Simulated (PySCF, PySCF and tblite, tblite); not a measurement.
# C8H6O2: a path driven as rotation about a bond, and NMR exchange

How fast is rotation about a bond in C8H6O2 (`c1coc(-c2ccco2)c1`), and when do the exchanging lines merge?

Programs: PySCF 2.14.0 with density-fitted response routines of our own, and tblite 0.8.0. All values are computed, except where a source is named. Atoms count from 0 throughout.

## Step 1: The starting structure

16 atoms, charge 0, multiplicity 1; geometry from: force field or distance geometry start.

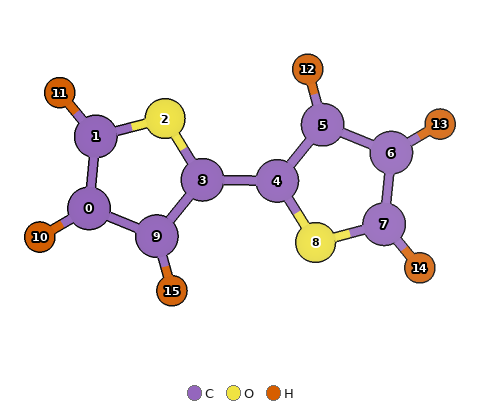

The starting geometry (carbon purple, oxygen yellow, hydrogen orange), atoms numbered.

## Step 2: GFN2-xTB relaxation, start minimum

Job settings and geometry (Å):

```
{"job": {"xc": "GFN2-xTB", "basis": "xTB", "kind": "relax"}, "charge": 0, "multiplicity": 1}
C     -2.881600    -0.472600    -0.392800
C     -2.788000     0.585300     0.475800
O     -1.470000     0.865300     0.728700
C     -0.717200     0.000900    -0.015200
C      0.714300     0.004500     0.010600
C      1.557400     0.847000     0.702800
C      2.889900     0.472400     0.384700
C      2.788300    -0.576500    -0.484800
O      1.483200    -0.872600    -0.727700
C     -1.567600    -0.849200    -0.704500
H     -3.810800    -0.909900    -0.759200
H     -3.504800     1.197700     1.005700
H      1.241000     1.642600     1.378600
H      3.811100     0.907000     0.751300
H      3.496800    -1.192600    -1.005500
H     -1.249800    -1.640500    -1.359800
```

Launch:

```bash
$ OMP_NUM_THREADS=1 python ens_run.py task.json out
```

This one command runs the whole study; its stages follow in the order run.

The program printed:

```text
step      E/eV     max force
  0    -769.97564    1.118
  1    -770.03234    0.539
  2    -770.05440    0.408
  3    -770.07200    0.275
  4    -770.07767    0.251
  5    -770.08507    0.180
  6    -770.08904    0.140
  7    -770.09112    0.097
  8    -770.09212    0.073
  9    -770.09263    0.045
 10    -770.09289    0.036
 11    -770.09308    0.048
 12    -770.09325    0.038
 13    -770.09336    0.020
 14    -770.09339    0.010
 15    -770.09340    0.007
 16    -770.09341    0.005
 17    -770.09341    0.004
 18    -770.09341    0.003
 19    -770.09341    0.003
```

Wall time 0.12 s (1 thread of Arm Neoverse V2, shared host).

The energy fell by 0.118 eV, and the atoms moved 0.04 Å (root mean square).

## Step 3: Relaxed scan, rotation

Job settings and geometry (Å):

```
{"job": {"xc": "GFN2-xTB", "basis": "xTB", "coordinate": [["t", [2, 3, 4, 5], 0.25], ["t", [2, 3, 4, 8], 0.25], ["t", [9, 3, 4, 5], 0.25], ["t", [9, 3, 4, 8], 0.25]], "kind": "drive"}, "charge": 0, "multiplicity": 1}
C     -2.869498    -0.465931    -0.387671
C     -2.736066     0.574994     0.479278
O     -1.439723     0.846686     0.705935
C     -0.717403    -0.031584    -0.025515
C      0.716482     0.031078     0.025659
C      1.556023     0.865343     0.721777
C      2.868532     0.467395     0.385921
C      2.735262    -0.571842    -0.483073
O      1.438970    -0.844749    -0.708568
C     -1.557070    -0.866468    -0.720774
H     -3.784024    -0.893425    -0.744261
H     -3.458040     1.183624     0.986318
H      1.260681     1.653650     1.382443
H      3.782843     0.895844     0.741888
H      3.457469    -1.178510    -0.992050
H     -1.262035    -1.657160    -1.378720
```

The program printed:

```text
point  coordinate     E/eV
  0    -75.200     -770.07691
  1    -60.400     -770.03625
  2    -45.500     -769.97411
  3    -30.400     -769.91368
  4    -15.300     -769.86369
  5      0.100     -769.84848
  6     15.300     -769.86152
  7     30.500     -769.90190
  8     45.600     -769.95662
  9     60.500     -770.00871
 10     75.300     -770.04423
 11     90.100     -770.05702
```

Wall time 1.8 s (1 thread of Arm Neoverse V2, shared host).

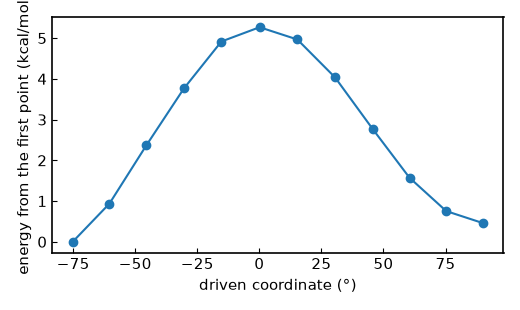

Energy along the scan.

## Step 4: Nudged elastic band, leg 1

Changed since step 3:

```diff
@@ -1,2 +1,2 @@
-{"job": {"xc": "GFN2-xTB", "basis": "xTB", "coordinate": [["t", [2, 3, 4, 5], 0.25], ["t", [2, 3, 4, 8], 0.25], ["t", [9, 3, 4, 5], 0.25], ["t", [9, 3, 4, 8], 0.25]], "kind": "drive"}, "charge": 0, "multiplicity": 1}
+{"job": {"xc": "GFN2-xTB", "basis": "xTB", "kind": "neb"}, "charge": 0, "multiplicity": 1}
 C     -2.869498    -0.465931    -0.387671
```

The program printed:

```text
image   E - E0 / eV
  0       0.0000
  1       0.0566
  2       0.1775
  3       0.2493
  4       0.1974
  5       0.0850
  6       0.0357
```

Run time: 0.83 s. Hardware: 1 thread of Arm Neoverse V2, shared host.

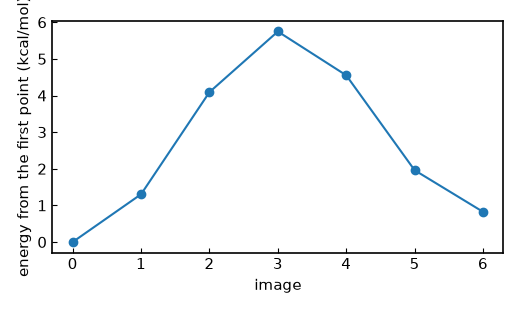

Energy along the band.

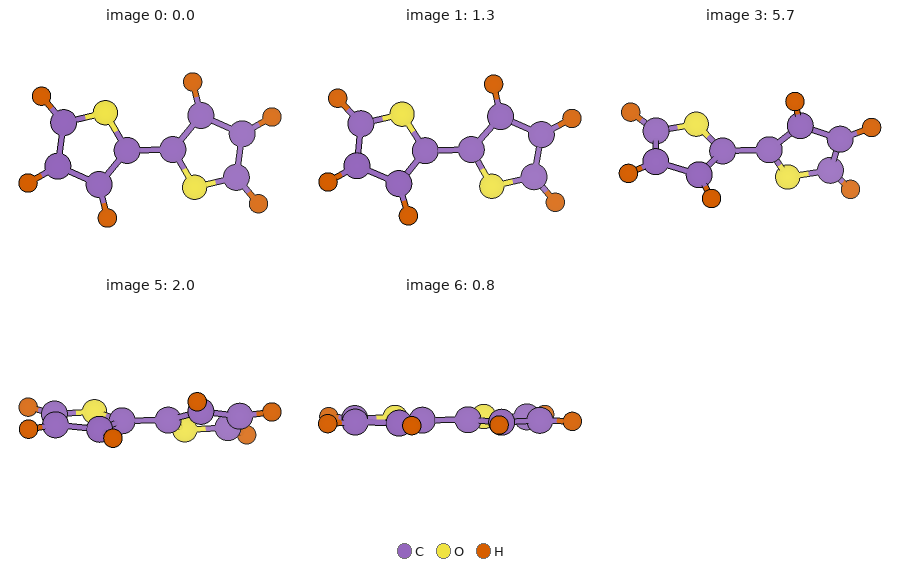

Images along the band, with energies in kcal/mol.

## Step 5: Saddle search, leg 1

Job settings and geometry (Å):

```
{"job": {"xc": "GFN2-xTB", "basis": "xTB", "kind": "saddle"}, "charge": 0, "multiplicity": 1}
C     -2.876152    -0.529791    -0.076295
C     -2.754043     0.820055    -0.189152
O     -1.463177     1.182316    -0.221519
C     -0.729246     0.051047    -0.126570
C      0.729118     0.121290    -0.069592
C      1.557861     0.222843     1.011158
C      2.877109     0.170065     0.502540
C      2.751390     0.040261    -0.845402
O      1.459065     0.010810    -1.202995
C     -1.554927    -1.033709    -0.035484
H     -3.782280    -1.097788    -0.021976
H     -3.486047     1.600088    -0.250365
H      1.253613     0.324501     2.033251
H      3.786356     0.210656     1.065755
H      3.483953    -0.036328    -1.624832
H     -1.252594    -2.056315     0.051478
```

The program printed:

```text
step      E/eV     max force
  0    -769.84416   0.0402
  1    -769.84847   0.0382
  2    -769.84866   0.0024
lowest wavenumbers (cm-1): -68.5 107.0 107.1 369.5 373.2 391.2
```

It took 1.6 s on 1 thread of Arm Neoverse V2, shared host.

Point group C2; 1 imaginary mode, 68i cm⁻¹, carried by O8, O2, C9, C5. Steps downhill from it reached both ends.

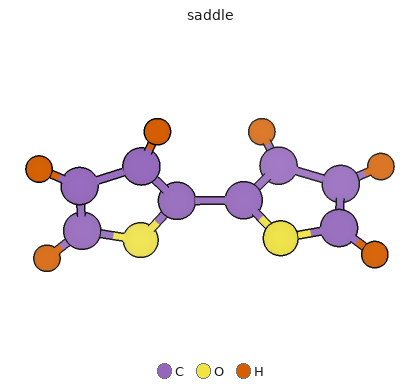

The saddle point.

## Step 6: Shieldings, start: revPBE/pcSseg-1

Job settings and geometry (Å):

```
{"job": {"kind": "nmr", "xc": "revPBE", "basis": "pcSseg-1", "pop": false}, "charge": 0, "multiplicity": 1}
C     -2.869498    -0.465931    -0.387671
C     -2.736066     0.574994     0.479278
O     -1.439723     0.846686     0.705935
C     -0.717403    -0.031584    -0.025515
C      0.716482     0.031078     0.025659
C      1.556023     0.865343     0.721777
C      2.868532     0.467395     0.385921
C      2.735262    -0.571842    -0.483073
O      1.438970    -0.844749    -0.708568
C     -1.557070    -0.866468    -0.720774
H     -3.784024    -0.893425    -0.744261
H     -3.458040     1.183624     0.986318
H      1.260681     1.653650     1.382443
H      3.782843     0.895844     0.741888
H      3.457469    -1.178510    -0.992050
H     -1.262035    -1.657160    -1.378720
```

The program printed:

```text
coarse grid: 14584 points
cycle   1  E = -458.4865147520  dE =  1.897e+00  |g| = 7.008e-01  |ddm| = 4.136e+00
cycle   2  E = -458.3326695605  dE =  1.538e-01  |g| = 1.110e+00  |ddm| = 1.540e+00
cycle   3  E = -458.5886192835  dE = -2.559e-01  |g| = 1.774e-01  |ddm| = 9.751e-01
cycle   4  E = -458.5952467406  dE = -6.627e-03  |g| = 5.673e-02  |ddm| = 2.085e-01
cycle   5  E = -458.5958844016  dE = -6.377e-04  |g| = 2.842e-02  |ddm| = 8.557e-02
cycle   6  E = -458.5960802212  dE = -1.958e-04  |g| = 6.464e-03  |ddm| = 2.898e-02
cycle   7  E = -458.5960895297  dE = -9.308e-06  |g| = 8.658e-04  |ddm| = 5.543e-03
final grid: 144312 points
cycle   8  E = -458.6942649803  dE =  1.996e-05  |g| = 2.708e-02  |ddm| = 6.623e-02
cycle   9  E = -458.6936377364  dE =  6.272e-04  |g| = 6.324e-02  |ddm| = 6.162e-02
cycle  10  E = -458.6943905015  dE = -7.528e-04  |g| = 6.360e-03  |ddm| = 4.808e-02
cycle  11  E = -458.6944013030  dE = -1.080e-05  |g| = 1.245e-03  |ddm| = 7.305e-03
cycle  12  E = -458.6944016012  dE = -2.982e-07  |g| = 4.079e-04  |ddm| = 1.201e-03
cycle  13  E = -458.6944016404  dE = -3.917e-08  |g| = 1.271e-04  |ddm| = 4.346e-04
cycle  14  E = -458.6944016443  dE = -3.969e-09  |g| = 3.889e-05  |ddm| = 1.568e-04
cycle  15  E = -458.6944016447  dE = -3.778e-10  |g| = 4.047e-06  |ddm| = 3.645e-05
converged SCF energy = -458.6944016447

GIAO shielding tensors (ppm)
atom      isotropic    diamagn.    paramagn.     s11        s22        s33       span
  0 C       68.186     256.331    -188.145    -14.706     63.516    155.748    170.454
  1 C       42.339     247.757    -205.418    -29.577     55.548    101.047    130.625
  2 O       47.173     396.653    -349.480    -87.651    -11.218    240.387    328.038
  3 C       33.611     250.750    -217.139    -28.369     36.656     92.545    120.914
  4 C       33.607     250.754    -217.146    -28.378     36.657     92.543    120.921
  5 C       74.974     250.349    -175.375      4.346     61.981    158.596    154.249
  6 C       68.185     256.332    -188.147    -14.709     63.512    155.753    170.462
  7 C       42.343     247.754    -205.411    -29.573     55.552    101.051    130.624
  8 O       47.184     396.653    -349.469    -87.657    -11.189    240.397    328.053
  9 C       74.984     250.343    -175.360      4.366     61.984    158.601    154.234
 10 H       25.177      30.902      -5.724     23.519     25.942     26.070      2.552
 11 H       24.397      29.592      -5.195     21.553     25.535     26.103      4.550
 12 H       24.952      33.605      -8.653     21.670     25.522     27.663      5.993
 13 H       25.177      30.904      -5.727     23.519     25.943     26.070      2.551
 14 H       24.398      29.593      -5.195     21.554     25.536     26.103      4.549
 15 H       24.952      33.603      -8.651     21.671     25.523     27.662      5.991
```

Run time: 35 s. Hardware: 1 thread of Arm Neoverse V2, shared host; peak memory 0.7 GiB.

In short: HOMO -4.79 eV, LUMO -1.51 eV; dipole 0.00 D.

## Step 7: Shieldings, saddle of leg 1: revPBE/pcSseg-1

Job settings and geometry (Å):

```
{"job": {"kind": "nmr", "xc": "revPBE", "basis": "pcSseg-1", "pop": false}, "charge": 0, "multiplicity": 1}
C     -2.887227    -0.521092    -0.093757
C     -2.736183     0.824562    -0.219468
O     -1.438888     1.161259    -0.214824
C     -0.729518     0.016893    -0.083918
C      0.729370     0.080640    -0.032274
C      1.579250     0.194281     1.031006
C      2.887705     0.188143     0.492382
C      2.734938     0.071090    -0.853859
O      1.437255     0.005348    -1.182556
C     -1.578054    -1.050580    -0.004768
H     -3.806474    -1.069096    -0.067307
H     -3.448437     1.619978    -0.316215
H      1.303041     0.272197     2.062433
H      3.807619     0.260723     1.035056
H      3.446143     0.024635    -1.654724
H     -1.300541    -2.078979     0.102794
```

The program printed:

```text
coarse grid: 14584 points
cycle   1  E = -458.4780210226  dE =  1.899e+00  |g| = 7.036e-01  |ddm| = 4.088e+00
cycle   2  E = -458.3205546750  dE =  1.575e-01  |g| = 1.123e+00  |ddm| = 1.396e+00
cycle   3  E = -458.5796040923  dE = -2.590e-01  |g| = 1.962e-01  |ddm| = 8.904e-01
cycle   4  E = -458.5870975986  dE = -7.494e-03  |g| = 8.289e-02  |ddm| = 2.502e-01
cycle   5  E = -458.5886127799  dE = -1.515e-03  |g| = 3.693e-02  |ddm| = 1.105e-01
cycle   6  E = -458.5889267869  dE = -3.140e-04  |g| = 6.736e-03  |ddm| = 3.321e-02
cycle   7  E = -458.5889289752  dE = -2.188e-06  |g| = 5.488e-03  |ddm| = 9.110e-03
cycle   8  E = -458.5889364697  dE = -7.495e-06  |g| = 3.282e-04  |ddm| = 5.010e-03
final grid: 144312 points
cycle   9  E = -458.6862597124  dE = -5.142e-06  |g| = 2.462e-02  |ddm| = 7.252e-02
cycle  10  E = -458.6857468753  dE =  5.128e-04  |g| = 5.765e-02  |ddm| = 4.990e-02
cycle  11  E = -458.6863553135  dE = -6.084e-04  |g| = 7.715e-03  |ddm| = 4.005e-02
cycle  12  E = -458.6863712291  dE = -1.592e-05  |g| = 1.645e-03  |ddm| = 8.763e-03
cycle  13  E = -458.6863717733  dE = -5.442e-07  |g| = 5.266e-04  |ddm| = 1.582e-03
cycle  14  E = -458.6863718209  dE = -4.758e-08  |g| = 2.967e-04  |ddm| = 7.048e-04
cycle  15  E = -458.6863718445  dE = -2.365e-08  |g| = 2.688e-05  |ddm| = 3.093e-04
cycle  16  E = -458.6863718447  dE = -1.806e-10  |g| = 4.293e-06  |ddm| = 3.379e-05
converged SCF energy = -458.6863718447

GIAO shielding tensors (ppm)
atom      isotropic    diamagn.    paramagn.     s11        s22        s33       span
  0 C       69.341     256.110    -186.769    -13.448     64.400    157.071    170.519
  1 C       40.306     247.896    -207.590    -32.771     48.389    105.300    138.071
  2 O       13.446     395.755    -382.309   -127.043    -65.129    232.510    359.553
  3 C       37.277     250.810    -213.533    -30.735     43.859     98.706    129.441
  4 C       37.277     250.813    -213.536    -30.733     43.858     98.706    129.438
  5 C       64.664     250.809    -186.145    -20.171     59.593    154.569    174.740
  6 C       69.344     256.111    -186.768    -13.444     64.403    157.071    170.515
  7 C       40.306     247.894    -207.589    -32.772     48.388    105.302    138.074
  8 O       13.436     395.759    -382.323   -127.044    -65.150    232.502    359.546
  9 C       64.659     250.810    -186.151    -20.183     59.592    154.567    174.750
 10 H       25.117      30.983      -5.866     23.629     25.605     26.117      2.488
 11 H       24.237      29.273      -5.035     21.683     25.049     25.980      4.296
 12 H       25.106      33.714      -8.608     23.386     23.958     27.975      4.589
 13 H       25.117      30.984      -5.866     23.630     25.605     26.117      2.488
 14 H       24.237      29.273      -5.036     21.683     25.049     25.980      4.297
 15 H       25.107      33.714      -8.608     23.386     23.958     27.976      4.590
```

It took 42 s on 1 thread of Arm Neoverse V2, shared host; peak memory 0.71 GiB.

This run: HOMO -5.64 eV, LUMO -0.81 eV; dipole 0.68 D.

Orbitals, density, ELF and potential are computed afterwards from the orbital file.

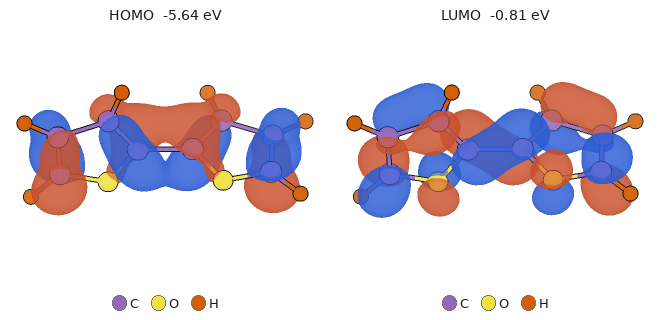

Frontier orbitals at revPBE/pcSseg-1; each surface holds 70 % of the orbital's density, blue and red mark the sign.

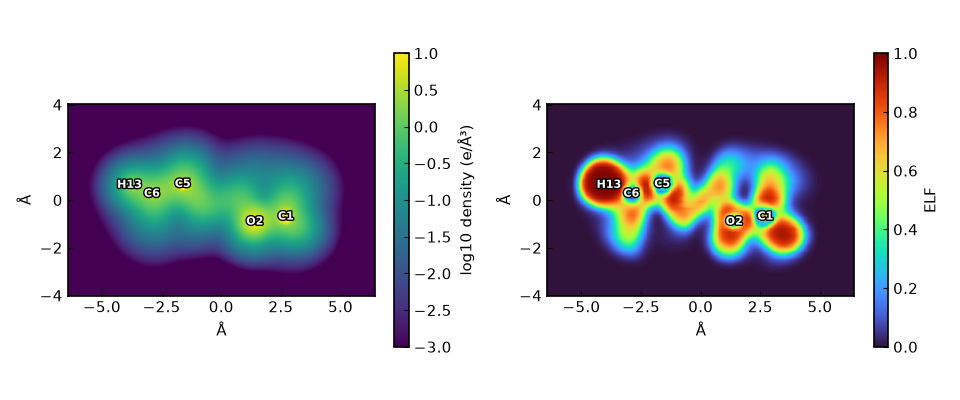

Density (left) and ELF (right) in a plane through or near 5 of the atoms.

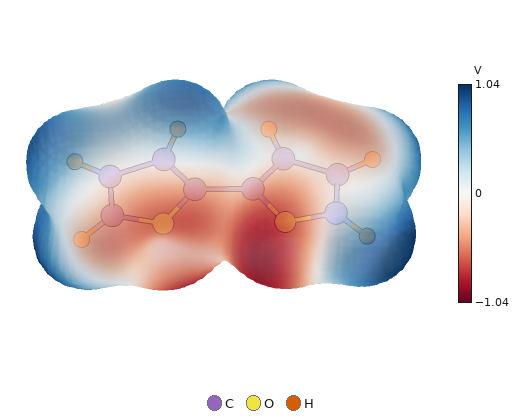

The potential that a unit positive charge feels on the 0.002 e/bohr³ surface, from the 1st to the 99th percentile, from -0.93 V near O2 to 1.04 V near H14.

## Step 8: Shieldings, end: revPBE/pcSseg-1

Job settings and geometry (Å):

```
{"job": {"kind": "nmr", "xc": "revPBE", "basis": "pcSseg-1", "pop": false}, "charge": 0, "multiplicity": 1}
C     -2.894656    -0.321915     0.202537
C     -2.698812     0.546352    -0.828344
O     -1.391166     0.774543    -1.017860
C     -0.720107     0.046706    -0.098785
C      0.715153     0.092853    -0.061061
C      1.604821    -0.549815     0.766235
C      2.889915    -0.136592     0.354343
C      2.693236     0.720978    -0.685241
O      1.385431     0.865690    -0.943231
C     -1.609120    -0.651615     0.682851
H     -3.832695    -0.681343     0.572917
H     -3.383247     1.051573    -1.480503
H      1.365843    -1.225680     1.560376
H      3.828267    -0.435914     0.773894
H      3.377083     1.271758    -1.299966
H     -1.369393    -1.309669     1.491570
```

The program printed:

```text
coarse grid: 14584 points
cycle   1  E = -458.4826119458  dE =  1.908e+00  |g| = 7.050e-01  |ddm| = 4.187e+00
cycle   2  E = -458.3268912152  dE =  1.557e-01  |g| = 1.120e+00  |ddm| = 1.464e+00
cycle   3  E = -458.5856695905  dE = -2.588e-01  |g| = 1.840e-01  |ddm| = 9.238e-01
cycle   4  E = -458.5926451231  dE = -6.976e-03  |g| = 6.089e-02  |ddm| = 2.167e-01
cycle   5  E = -458.5933793388  dE = -7.342e-04  |g| = 2.954e-02  |ddm| = 9.133e-02
cycle   6  E = -458.5935983130  dE = -2.190e-04  |g| = 6.393e-03  |ddm| = 3.125e-02
cycle   7  E = -458.5936077800  dE = -9.467e-06  |g| = 1.332e-03  |ddm| = 6.308e-03
final grid: 144312 points
cycle   8  E = -458.6915528826  dE = -1.297e-05  |g| = 2.310e-02  |ddm| = 7.212e-02
cycle   9  E = -458.6911370801  dE =  4.158e-04  |g| = 5.277e-02  |ddm| = 5.055e-02
cycle  10  E = -458.6916350105  dE = -4.979e-04  |g| = 7.548e-03  |ddm| = 4.015e-02
cycle  11  E = -458.6916502080  dE = -1.520e-05  |g| = 1.425e-03  |ddm| = 8.778e-03
cycle  12  E = -458.6916506405  dE = -4.325e-07  |g| = 3.969e-04  |ddm| = 1.434e-03
cycle  13  E = -458.6916506804  dE = -3.986e-08  |g| = 6.657e-05  |ddm| = 4.633e-04
cycle  14  E = -458.6916506807  dE = -3.369e-10  |g| = 5.405e-05  |ddm| = 1.099e-04
cycle  15  E = -458.6916506815  dE = -7.740e-10  |g| = 5.631e-06  |ddm| = 5.778e-05
converged SCF energy = -458.6916506815

GIAO shielding tensors (ppm)
atom      isotropic    diamagn.    paramagn.     s11        s22        s33       span
  0 C       68.378     256.095    -187.717    -14.392     63.555    155.971    170.363
  1 C       42.780     247.586    -204.806    -28.360     54.980    101.720    130.080
  2 O       41.693     394.532    -352.838   -102.656    -20.503    248.239    350.895
  3 C       34.586     250.771    -216.185    -22.958     34.176     92.540    115.498
  4 C       34.586     250.783    -216.196    -22.958     34.181     92.536    115.494
  5 C       75.088     251.408    -176.319      5.019     64.868    155.378    150.360
  6 C       68.386     256.082    -187.696    -14.380     63.558    155.981    170.362
  7 C       42.789     247.594    -204.805    -28.350     54.990    101.728    130.078
  8 O       41.708     394.537    -352.829   -102.641    -20.489    248.254    350.895
  9 C       75.087     251.409    -176.321      5.031     64.861    155.371    150.340
 10 H       25.171      30.976      -5.805     23.507     25.886     26.120      2.613
 11 H       24.417      29.220      -4.803     21.540     25.580     26.130      4.590
 12 H       25.053      34.698      -9.645     21.915     25.486     27.758      5.843
 13 H       25.173      30.981      -5.808     23.509     25.889     26.122      2.613
 14 H       24.418      29.227      -4.810     21.541     25.581     26.131      4.590
 15 H       25.053      34.697      -9.644     21.915     25.487     27.758      5.844
```

It took 35 s on 1 thread of Arm Neoverse V2, shared host; peak memory 0.74 GiB.

In short: HOMO -4.77 eV, LUMO -1.51 eV; dipole 0.84 D.

[end of part 1 of 2]
